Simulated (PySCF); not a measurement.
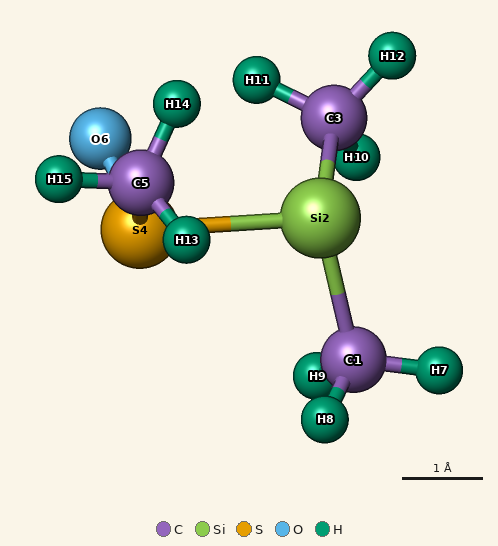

*The structure (ball-and-stick view, seen at a tilt; atoms are numbered from 1 in the order of the input).*

Bond lengths as drawn: C–H 1.08 to 1.09 Å, C–S 1.84 Å, C–Si 1.91 Å, O–S 1.48 Å and S–Si 2.30 Å.

EPR calculation of C3H9OSSi

The run: EPR calculation of C3H9OSSi, multiplicity 2, SMILES C[Si](C)[S@@](C)=O. Method and program: UKS B3LYP, pcH-1 on C H O S Si, non-relativistic, mean-field spin-orbit, GIAO (PySCF 2.14.0).

It belongs to a series of runs on one base structure; here: X = H replaced by SOCH3.

The program's output
```
UKS, coarse grid
  cycle   1  E = -882.37961630  |g| = 7.64e-01
  cycle   2  E = -880.14956475  |g| = 2.15e+00
  cycle   3  E = -882.53252951  |g| = 3.75e-01
  cycle   4  E = -882.59926481  |g| = 1.61e-01
  cycle   5  E = -882.61118841  |g| = 2.98e-02
  cycle   6  E = -882.61157580  |g| = 1.31e-02
  cycle   7  E = -882.61167082  |g| = 3.74e-03
  cycle   8  E = -882.61167813  |g| = 1.33e-03
  cycle   9  E = -882.61168033  |g| = 4.74e-04
UKS, final grid
  cycle   1  E = -882.61162219  |g| = 4.65e-04
  cycle   2  E = -882.61162209  |g| = 7.81e-04
  cycle   3  E = -882.61162235  |g| = 1.84e-04
  cycle   4  E = -882.61162237  |g| = 8.80e-05
  cycle   5  E = -882.61162238  |g| = 3.96e-05
  cycle   6  E = -882.61162238  |g| = 5.92e-06
E = -882.61162238 Eh   <S^2> = 0.7531 (exact 0.7500)
g shifts (ppm)      1          2          3
  rmc          -170       -170       -170
  gc             33         41         43
  oz_so         773       2371       4487
  total         637       2242       4361
hyperfine (MHz)  atom isotope    a_iso     a_fc   dipolar eigenvalues
    0   13C      23.43      23.39     -3.90     -3.48      7.38
    1  29Si    -391.38    -392.13   -149.84     71.60     78.24
    2   13C      39.66      39.66     -5.30     -4.05      9.35
    3   33S      -5.52      -5.41    -13.01    -11.08     24.10
    4   13C      19.42      19.43     -1.01     -0.52      1.52
    5   17O      -6.79      -6.48    -33.72     16.32     17.40
    6    1H       5.82       5.81     -3.92     -2.40      6.33
    7    1H      -2.27      -2.28     -3.34     -2.00      5.34
    8    1H      49.94      49.94     -3.45      0.12      3.33
    9    1H      25.94      25.94     -3.42     -0.63      4.04
   10    1H       6.75       6.74     -3.98     -0.15      4.13
   11    1H      13.23      13.23     -4.51     -2.96      7.47
   12    1H       0.38       0.38     -2.83     -0.78      3.61
   13    1H       1.20       1.19     -2.68     -1.08      3.76
   14    1H      -1.24      -1.24     -1.47     -0.91      2.38
```

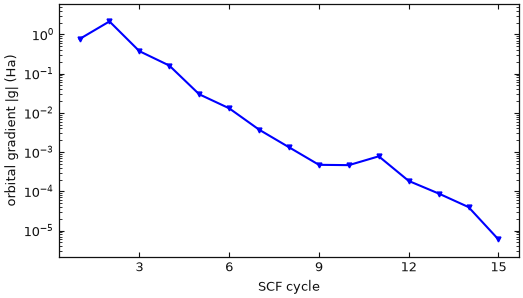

*Convergence of the self-consistent field: orbital gradient |g| against the SCF cycle.*

All cycles printed in the log are drawn one after another.

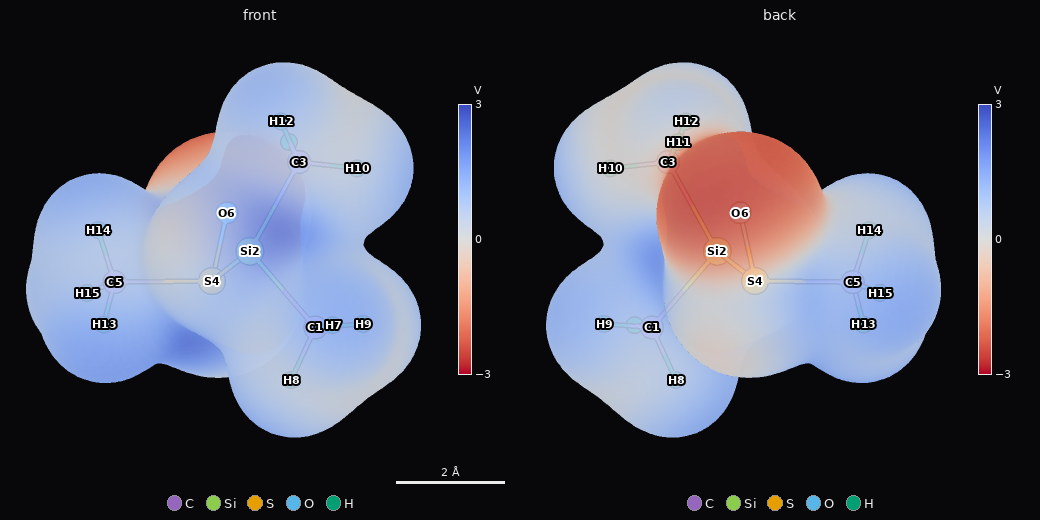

*The electrostatic potential painted on the density surface at 0.004 e/bohr³, seen at a tilt and from behind; the colour scale runs from red (negative) to blue (positive).*

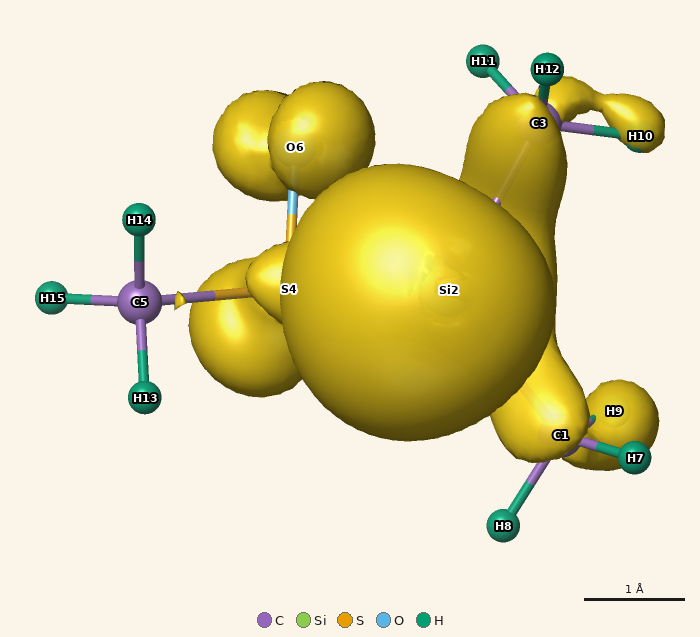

*Isosurfaces of the spin density (α minus β) at +0.015 (yellow) and −0.015 e/Å³ (cyan), seen face on.*

The unpaired spin (1 electron) lies mostly on Si2 (about 0.6), S4 (about 0.1) and O6 (about 0.1), in electrons by Hirshfeld's partition.

This output came from the following input.

Input
```
{"job": {"kind": "epr", "basis": "pcH-1"}, "charge": 0, "multiplicity": 2}
C     -1.831072    -0.930115    -0.888066
Si    -0.445329     0.330705    -0.519559
C     -1.054931     1.703364     0.652981
S      1.026324    -0.921418     0.729651
C      2.534558    -0.653325    -0.298541
O      1.178864    -0.049735     1.918607
H     -2.549504    -0.525375    -1.594113
H     -1.437154    -1.850792    -1.310371
H     -2.370237    -1.187218     0.022949
H     -2.088701     1.543758     0.953099
H     -0.435655     1.680173     1.548107
H     -0.980171     2.696667     0.220308
H      2.351729    -1.088081    -1.274570
H      2.730567     0.410441    -0.373820
H      3.366298    -1.151059     0.191429
```

The first line tells a small driver script what to run in PySCF; the rest is the geometry in Å.

Run as:
```bash
OMP_NUM_THREADS=1 python <driver script> task.json out
```

Results in brief

| quantity | value |
| --- | --- |
| outcome | converged |
| total energy | −882.611622 hartree |
| ⟨S²⟩ | 0.753 |
| isotropic g | 2.0047 |
| hardware | 1 CPU thread, shared host |
| wall time | 2.4 min |
| peak memory | 0.92 GiB |
